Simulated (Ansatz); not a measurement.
Geometry relaxation of Si5H12 (part 1 of 2)

- system: Si5H12
- method: RKS PBE0-D4/def2-TZVP (Ansatz 0.2.0)

Figures and captions count atoms from 1; the log counts them from 0 in places.

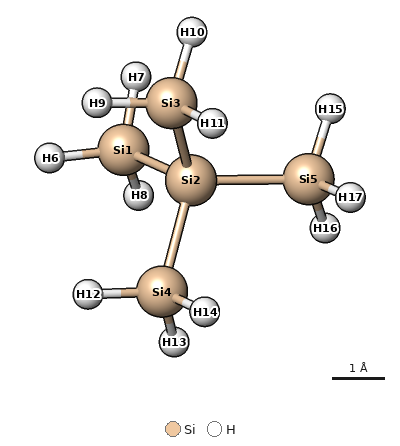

*The starting structure (ball-and-stick view, seen at a tilt; atoms are numbered from 1 in the order of the input).*

Bond lengths as drawn: H–Si 1.49 to 1.50 Å and Si–Si 2.33 to 2.34 Å.

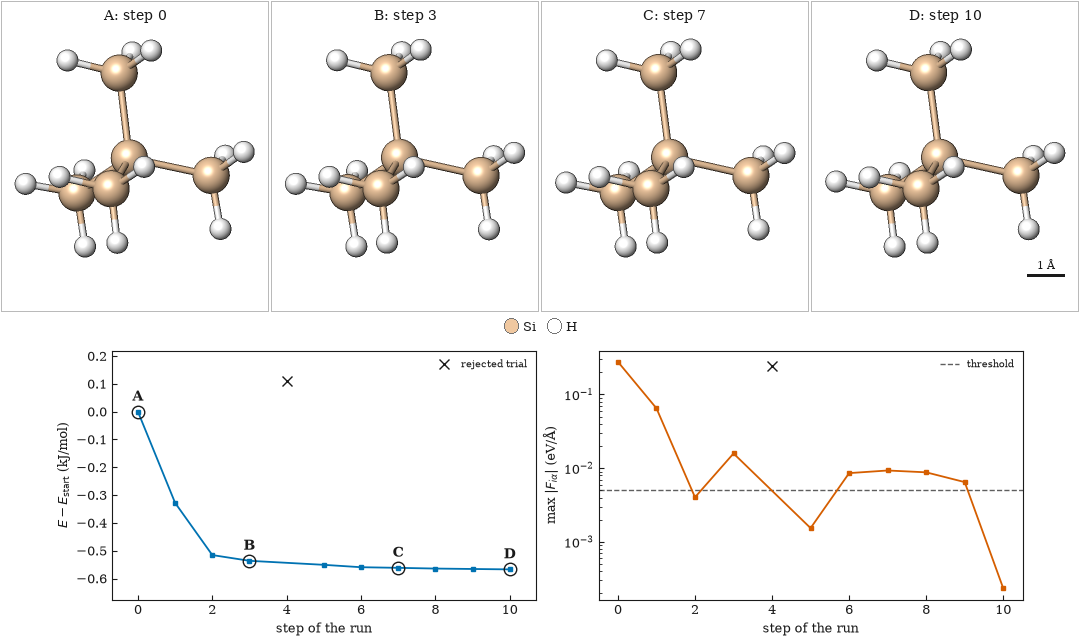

*Frames of the relaxation (ball-and-stick view, seen at a tilt) above the curves, on which the letters mark them (the first geometry is step 0 here and step 1 in the log).*

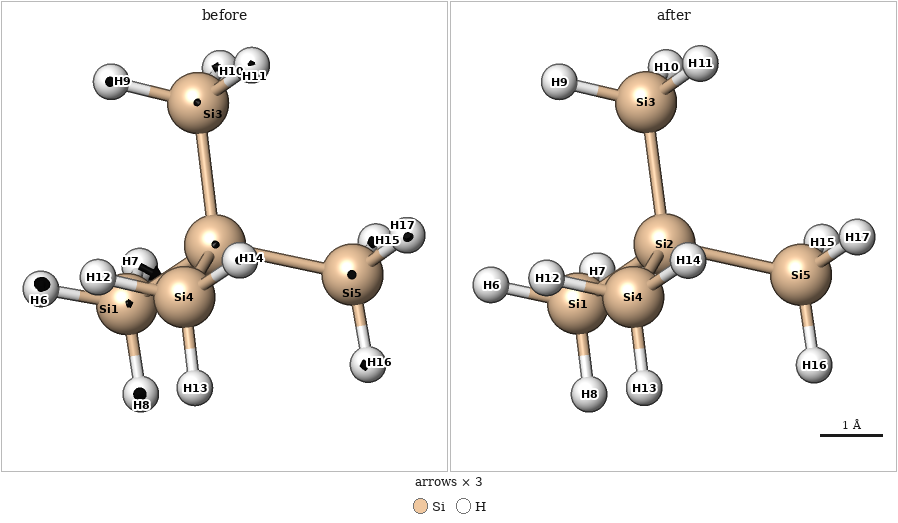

*Before (left) and after (right) the relaxation, at one scale (ball-and-stick view, seen at a tilt). The black arrows give the displacements, magnified 3 times.*

The largest move after the best rigid fit is that of H7, 0.16 Å. Largest moves by element: H 0.16 Å, Si 0.04 Å. Among the contacts that change: Si5–H15 1.495 → 1.488 Å. Among the angles that change: Si1–Si2–Si5 111.9° → 109.5°. The energy falls by 0.57 kJ/mol in 10 geometry steps. Largest force component: 0.28 eV/Å at the start, 0.00023 eV/Å at the end. The line search rejected the trial step at point 4 (counted from 0) and went back. (Atoms are counted from 1 in the order of the input.)

The input and output of the run follow.

Input:
```yaml
crystal:
  periodic: [false, false, false]
  atoms:
    - {symbol: Si, position_ang: [-0.304539, 1.701139, 1.348064]}
    - {symbol: Si, position_ang: [0.380610, 0.097107, -0.208937]}
    - {symbol: Si, position_ang: [0.108510, 0.934692, -2.373023]}
    - {symbol: Si, position_ang: [2.634500, -0.414264, 0.136636]}
    - {symbol: Si, position_ang: [-0.847497, -1.878233, -0.020062]}
    - {symbol: H, position_ang: [0.604247, 2.875191, 1.240414]}
    - {symbol: H, position_ang: [-1.694067, 2.143421, 1.063600]}
    - {symbol: H, position_ang: [-0.226659, 1.156871, 2.728358]}
    - {symbol: H, position_ang: [0.887096, 2.191372, -2.538843]}
    - {symbol: H, position_ang: [-1.327337, 1.223629, -2.634982]}
    - {symbol: H, position_ang: [0.584968, -0.059171, -3.372571]}
    - {symbol: H, position_ang: [3.465845, 0.808530, -0.025767]}
    - {symbol: H, position_ang: [2.837012, -0.952820, 1.508477]}
    - {symbol: H, position_ang: [3.085522, -1.434498, -0.847979]}
    - {symbol: H, position_ang: [-2.300099, -1.612698, -0.253761]}
    - {symbol: H, position_ang: [-0.708053, -2.477708, 1.333577]}
    - {symbol: H, position_ang: [-0.409902, -2.870126, -1.038074]}
basis:
  gaussian: {orbitals: def2-TZVP}
hamiltonian: {xc: pbe0, dispersion: d4}
relax: {f_tol: 0.005, max_steps: 200}
```

Launched with:
```bash
ansatz run in.yaml --threads 4 --pin off --events-out ev --progress --plain --max-ram 66560MiB --backend cuda --devices 0, --max-vram 37GiB
```

The program's output:
```
Functional definition: PBE0
  name "PBE0"
  cite "Adamo & Barone, J. Chem. Phys. 110, 6158 (1999) doi:10.1063/1.478522"
  cite "Perdew, Burke & Ernzerhof, Phys. Rev. Lett. 77, 3865 (1996) doi:10.1103/PhysRevLett.77.3865"
  parent pbe
  parameter a = 0.25
  parameter kappa = 0.804
  parameter beta = 0.06672455060314922
  exchange = (1 - a)*pbe_x(kappa = kappa, mu = beta*pi^2/3) + a*exact_x
  correlation = pbe_c(beta = beta)
1868 factors; their error is unknown
mean field evaluation 1: about -39566.9315 eV, gradient 1.5e1 eV
mean field evaluation 2: about -39567.6357 eV, gradient 6.7e0 eV
mean field evaluation 4: about -39567.7712 eV, gradient 6.5e-1 eV
mean field evaluation 8: about -39567.9367 eV, gradient 1.6e-1 eV
mean field -39567.93675868 eV, -1454.0948557708 hartree, gradient 4.5e-5 eV, S^2 0.000000; 0 other end points of the search recorded, 0 dependent functions left out
the calculation of the forces begins
reference -39567.93680885 eV, -1454.0948576145 hartree; 41, 41 occupied and 216, 216 virtual orbitals, 1868 factors
relax step   1: F+E_penalty+E_count = -39568.39760576 eV  Δ(F+E_penalty+E_count) = +0.000e0 eV  max|allowed force component| = 2.770e-1 eV/Å  Δτ_max = 0.0000 Å  (24 SCF iters, accepted)
these checks for a lower state are left out or cut short: starts, cluster_reference, orbital_swaps, neighbouring_geometries, increment
1868 factors; their error is unknown
mean field evaluation 16: about -39567.7726 eV, gradient 1.3e0 eV
mean field -39567.94009899 eV, -1454.0949785248 hartree, gradient 1.2e-5 eV, S^2 0.000000; 0 other end points of the search recorded, 0 dependent functions left out
[... from here on the field's lines of each further geometry are left out, up to the last ...]
relax step   2: F+E_penalty+E_count = -39568.40100525 eV  Δ(F+E_penalty+E_count) = -3.399e-3 eV  max|allowed force component| = 6.484e-2 eV/Å  Δτ_max = 0.0313 Å  (26 SCF iters, accepted)
relax step   3: F+E_penalty+E_count = -39568.40294917 eV  Δ(F+E_penalty+E_count) = -1.944e-3 eV  max|allowed force component| = 4.030e-3 eV/Å  Δτ_max = 0.0362 Å  (26 SCF iters, accepted)
relax step   4: F+E_penalty+E_count = -39568.40316323 eV  Δ(F+E_penalty+E_count) = -2.141e-4 eV  max|allowed force component| = 1.583e-2 eV/Å  Δτ_max = 0.0199 Å  (27 SCF iters, accepted)
relax step   5: F+E_penalty+E_count = -39568.39645118 eV  Δ(F+E_penalty+E_count) = +6.712e-3 eV  max|allowed force component| = 2.466e-1 eV/Å  Δτ_max = 0.0393 Å  (26 SCF iters, rejected (line search))
relax step   6: F+E_penalty+E_count = -39568.40331329 eV  Δ(F+E_penalty+E_count) = -1.501e-4 eV  max|allowed force component| = 1.539e-3 eV/Å  Δτ_max = 0.0188 Å  (27 SCF iters, accepted)
relax step   7: F+E_penalty+E_count = -39568.40340191 eV  Δ(F+E_penalty+E_count) = -8.862e-5 eV  max|allowed force component| = 8.567e-3 eV/Å  Δτ_max = 0.0299 Å  (27 SCF iters, accepted)
relax step   8: F+E_penalty+E_count = -39568.40342516 eV  Δ(F+E_penalty+E_count) = -2.325e-5 eV  max|allowed force component| = 9.300e-3 eV/Å  Δτ_max = 0.0101 Å  (22 SCF iters, accepted)
relax step   9: F+E_penalty+E_count = -39568.40345241 eV  Δ(F+E_penalty+E_count) = -2.726e-5 eV  max|allowed force component| = 8.782e-3 eV/Å  Δτ_max = 0.0331 Å  (26 SCF iters, accepted)
relax step  10: F+E_penalty+E_count = -39568.40346755 eV  Δ(F+E_penalty+E_count) = -1.514e-5 eV  max|allowed force component| = 6.471e-3 eV/Å  Δτ_max = 0.0048 Å  (21 SCF iters, accepted)
the calculation of the forces begins
reference -39567.94265498 eV, -1454.0950724556 hartree; 41, 41 occupied and 216, 216 virtual orbitals, 1868 factors
relax step  11: F+E_penalty+E_count = -39568.40348303 eV  Δ(F+E_penalty+E_count) = -1.548e-5 eV  max|allowed force component| = 2.349e-4 eV/Å  Δτ_max = 0.0024 Å  (19 SCF iters, accepted)
1868 factors; their error is unknown
mean field evaluation 96: about -39567.9426 eV, gradient 2.3e-5 eV
mean field -39567.94260478 eV, -1454.0950706108 hartree, gradient 6.8e-5 eV, S^2 0.000000; 1 other end points of the search recorded, 0 dependent functions left out
the calculation of the forces begins
reference -39567.94265498 eV, -1454.0950724556 hartree; 41, 41 occupied and 216, 216 virtual orbitals, 1868 factors
Total energy: -39568.40353323 eV, -1454.1120094189 hartree
Atom 0 at    -0.309772     1.668282     1.331201 Å, force     0.000090     0.000057    -0.000012 eV/Å
Atom 1 at     0.398151     0.084125    -0.232508 Å, force    -0.000021     0.000030     0.000131 eV/Å
Atom 2 at     0.132623     0.945119    -2.387554 Å, force    -0.000047    -0.000009     0.000004 eV/Å
Atom 3 at     2.649874    -0.418540     0.132222 Å, force     0.000016     0.000121    -0.000024 eV/Å
Atom 4 at    -0.879812    -1.857938    -0.006333 Å, force     0.000058    -0.000036    -0.000090 eV/Å
Atom 5 at     0.493423     2.914095     1.201957 Å, force     0.000074    -0.000012     0.000105 eV/Å
Atom 6 at    -1.743661     2.000965     1.114001 Å, force     0.000075     0.000067    -0.000085 eV/Å
Atom 7 at    -0.147488     1.137608     2.711756 Å, force     0.000009    -0.000033    -0.000043 eV/Å
Atom 8 at     0.934426     2.188279    -2.547431 Å, force    -0.000019    -0.000099    -0.000055 eV/Å
Atom 9 at    -1.298098     1.264684    -2.642064 Å, force    -0.000103     0.000097    -0.000007 eV/Å
Atom 10 at     0.586324    -0.047927    -3.398442 Å, force    -0.000203    -0.000122     0.000067 eV/Å
Atom 11 at     3.481558     0.806267    -0.016228 Å, force    -0.000031     0.000038     0.000213 eV/Å
Atom 12 at     2.840777    -0.960883     1.504546 Å, force     0.000028    -0.000147    -0.000031 eV/Å
Atom 13 at     3.116558    -1.433490    -0.850613 Å, force     0.000035     0.000103    -0.000067 eV/Å
Atom 14 at    -2.319940    -1.555106    -0.225870 Å, force     0.000042    -0.000010    -0.000235 eV/Å
Atom 15 at    -0.715123    -2.426764     1.358658 Å, force    -0.000103     0.000082     0.000008 eV/Å
Atom 16 at    -0.449663    -2.876343    -1.002170 Å, force     0.000102    -0.000128     0.000121 eV/Å
Dipole moment:    -0.000035    -0.000079     0.000047 e Å
```

Trajectory as extended XYZ (Å, eV, eV/Å), 11 frames, from step=1 to step=11:
```
17
Properties=species:S:1:pos:R:3:forces:R:3 step=1 energy=-39568.39761
Si   -0.3045    1.7011    1.3481    0.0891  -0.0236  -0.0971
Si    0.3806    0.0971   -0.2089    0.0296  -0.0499  -0.0061
Si    0.1085    0.9347   -2.3730   -0.0005   0.0037   0.0147
Si    2.6345   -0.4143    0.1366   -0.0161   0.0337  -0.0081
Si   -0.8475   -1.8782   -0.0201   -0.2770   0.0074  -0.0252
H     0.6042    2.8752    1.2404   -0.0250   0.0108   0.0285
H    -1.6941    2.1434    1.0636   -0.0328  -0.0008   0.0220
H    -0.2267    1.1569    2.7284   -0.0196  -0.0015   0.0265
H     0.8871    2.1914   -2.5388    0.0011   0.0060  -0.0082
H    -1.3273    1.2236   -2.6350    0.0013   0.0031  -0.0020
H     0.5850   -0.0592   -3.3726    0.0020   0.0006   0.0031
H     3.4658    0.8085   -0.0258    0.0194  -0.0018   0.0045
H     2.8370   -0.9528    1.5085    0.0047  -0.0013   0.0052
H     3.0855   -1.4345   -0.8480   -0.0008  -0.0002   0.0002
H    -2.3001   -1.6127   -0.2538    0.1039   0.0137   0.0241
H    -0.7081   -2.4777    1.3336    0.0518  -0.0005   0.0128
H    -0.4099   -2.8701   -1.0381    0.0689   0.0007   0.0051
17
Properties=species:S:1:pos:R:3:forces:R:3 step=2 energy=-39568.40100
Si   -0.2989    1.6865    1.3384    0.0194   0.0176  -0.0158
Si    0.3837    0.0809   -0.2150   -0.0009   0.0648   0.0065
Si    0.1128    0.9327   -2.3735   -0.0003  -0.0030   0.0014
Si    2.6427   -0.4052    0.1335   -0.0101  -0.0463   0.0007
Si   -0.8782   -1.8737   -0.0158    0.0069  -0.0060  -0.0075
H     0.5944    2.8739    1.2502   -0.0075  -0.0007   0.0034
H    -1.6942    2.1226    1.0667   -0.0190  -0.0045  -0.0058
H    -0.2304    1.1437    2.7208    0.0035  -0.0151   0.0140
H     0.8900    2.1900   -2.5432    0.0041  -0.0015   0.0061
H    -1.3227    1.2225   -2.6368   -0.0015  -0.0016  -0.0012
H     0.5902   -0.0615   -3.3722   -0.0015   0.0023  -0.0103
H     3.4823    0.8128   -0.0260   -0.0262   0.0107  -0.0062
H     2.8461   -0.9448    1.5051    0.0032  -0.0010   0.0030
H     3.0926   -1.4262   -0.8507    0.0144  -0.0023   0.0010
H    -2.3251   -1.5990   -0.2460    0.0561  -0.0015   0.0068
H    -0.7095   -2.4665    1.3385   -0.0108   0.0025  -0.0037
H    -0.4056   -2.8563   -1.0290   -0.0298  -0.0144   0.0074
```
